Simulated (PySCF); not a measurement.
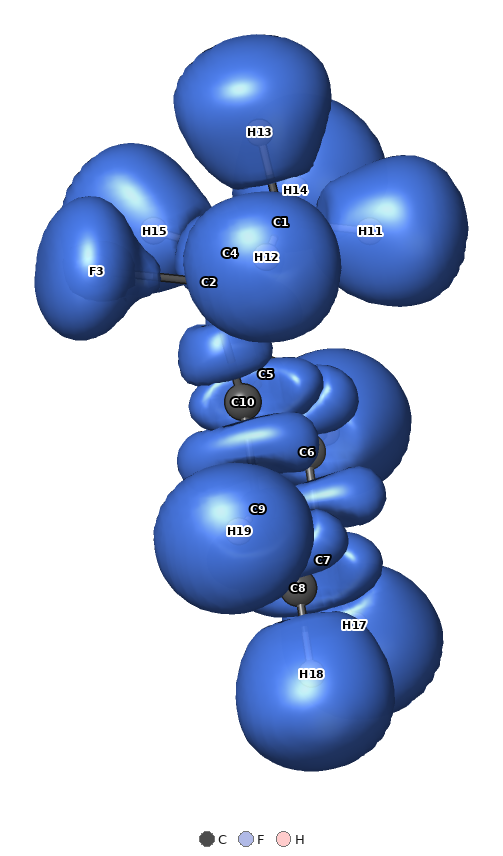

The picture shows: C₉H₉F. Isosurface of the electron localisation function at 0.75 (blue), seen at an oblique angle. Core shells and regions of very low density are left out.

Geometry: GFN2-xTB.

These are results of PySCF 2.14.0, PBE0/pcSseg-1, SCF density, gas phase, non-relativistic, not measurements.

Input

```
{"job": {"kind": "nmr", "xc": "PBE0", "basis": "pcSseg-1"}, "charge": 0, "multiplicity": 1}
C      2.290766    -0.514113     0.950452
C      1.422351     0.463532     0.183160
F      1.914947     1.743808     0.381776
C      1.169474     0.146413    -1.323042
C     -0.286105     0.003208    -0.956233
C     -1.532146    -0.297136    -1.444994
C     -2.573771    -0.229506    -0.518760
C     -2.362484     0.117985     0.806690
C     -1.091188     0.413933     1.299898
C     -0.074993     0.340506     0.380951
H      1.908262    -1.522979     0.823467
H      2.282931    -0.258842     2.007909
H      3.313999    -0.463311     0.584227
H      1.662664    -0.749953    -1.694645
H      1.388854     0.986453    -1.979709
H     -1.715956    -0.565135    -2.474415
H     -3.579617    -0.451571    -0.844998
H     -3.208781     0.161258     1.477085
H     -0.939010     0.684700     2.333719
```

Run with:

```sh
OMP_NUM_THREADS=1 python probes_run.py task.json out
```

Q: Identify the bonds, lone pairs and shells in this picture.

A: The ELF exceeds this value in ten regions between bonded C–C atoms (shared pairs), nine regions around hydrogen nuclei and one region on F in which the atom's valence shell and bonds are merged.

Values along the shortest contacts:
C–C (1.37 Å): the ELF peaks at about 0.95 between the atoms (localised, covalent bonding). C–F (1.39 Å): the ELF peaks at about 0.85 between the atoms; a polar covalent bond.
